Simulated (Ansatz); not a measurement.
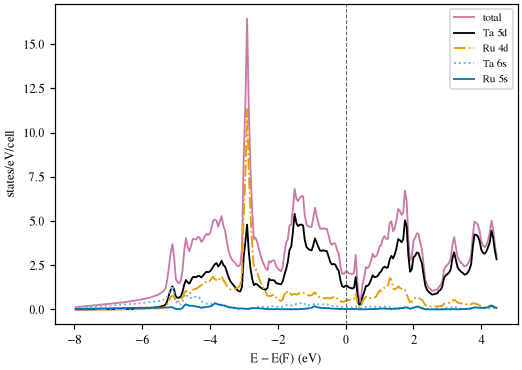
Figure. Total and projected density of states of Ta3Ru in space group Fm-3m (No. 225; Ta on 8c, Ta on 4b, Ru on 4a), DFT-PBEsol in the program Ansatz with PAW potentials

Which orbitals carry the states next to the Fermi level?

Within 0.5 eV of the Fermi level: Ta 5d 65 %, Ru 4d 22 %, Ta 6s 6 %, outside the projected shells 5 %. Projections are on Löwdin-orthogonalised atomic valence shells; empty p or d shells of many metals are not among them.

Where is the tallest occupied peak in this window, and what makes it?

Near -2.9 eV, about 16 states/eV per cell; the largest projected share is Ru 4d.

The workflow started from a Materials Project entry (that database holds measured and hypothetical structures alike); the Crystallography Open Database copy checked does not list it. With Ta and Ru taken as one species the cell has the higher symmetry Im-3m, so it may be an ordered model of a mixed-site phase. Its standing as an ambient phase is unchecked. The PBEsol relaxation kept the symmetry of its start; its stability against distortions is not shown here. The run is not spin-polarised. Scalar-relativistic: spin–orbit coupling is off unless named, which matters more the heavier the elements.

Potentials: the later of the program's two PAW sets.
